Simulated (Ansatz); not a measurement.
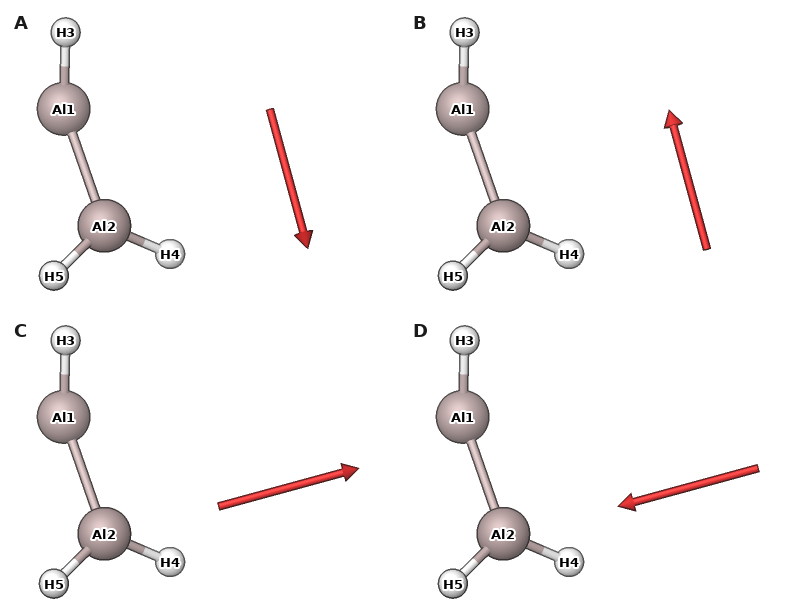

The same molecule four times, each with an arrow. Charge 0, doublet. The computed structure is the end point of a PBE0-D4/def2-TZVP optimisation. No frequency run is at hand to confirm it as a minimum. Level of theory: UKS PBE0-D4/def2-TZVP (Ansatz 0.2.0).

**Which arrow points along the dipole moment, from the negative to the positive end?**

B. The dipole moment is 0.98 D; it points from the side of H4, H5 to the side of H3 (the outermost atoms at the two ends).
